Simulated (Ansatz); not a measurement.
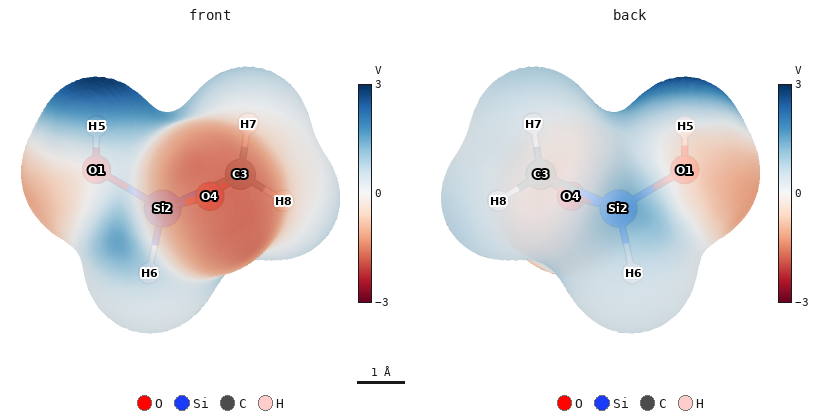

The picture shows: CH4O2Si. The molecular electrostatic potential painted on the density surface at 0.002 e/bohr³, seen from the front and from behind; red is negative and blue positive.

Computed with RKS PBE0-D4/def2-SVP in Ansatz 0.2.0.

Input file:

```
crystal:
  periodic: [false, false, false]
  atoms:
    - { symbol: O, position_ang: [-1.45003, 1.16188, -0.46143] }
    - { symbol: Si, position_ang: [-0.01128, 0.71587, 0.12334] }
    - { symbol: C, position_ang: [0.51222, -1.0285, 0.40032] }
    - { symbol: O, position_ang: [0.95057, -0.25409, -0.78735] }
    - { symbol: H, position_ang: [-1.82293, 0.74937, -1.23883] }
    - { symbol: H, position_ang: [0.55516, 1.82686, 0.83157] }
    - { symbol: H, position_ang: [-0.08902, -1.87985, 0.10992] }
    - { symbol: H, position_ang: [1.35531, -1.29154, 1.02247] }
basis:
  gaussian: { orbitals: def2-SVP }
hamiltonian:
  xc: pbe0
  dispersion: d4
relax:
  f_tol: 0.02
  max_steps: 50
output:
  orbitals: {}
```

Launched as:

```sh
ansatz run input.yaml --threads 1 --pin off --max-ram 2048MiB --backend cpu --events-out ev --progress --plain --runs-dir out
```

The fields are those of the relaxed geometry.

### Describe the electrostatic potential map.

The most negative region (about −1.8 V, or −42 kcal/mol for a unit charge) lies over O4, the most positive (about +2.9 V, or +67 kcal/mol for a unit charge) over H5. O4 is the likeliest acceptor of a hydrogen bond.
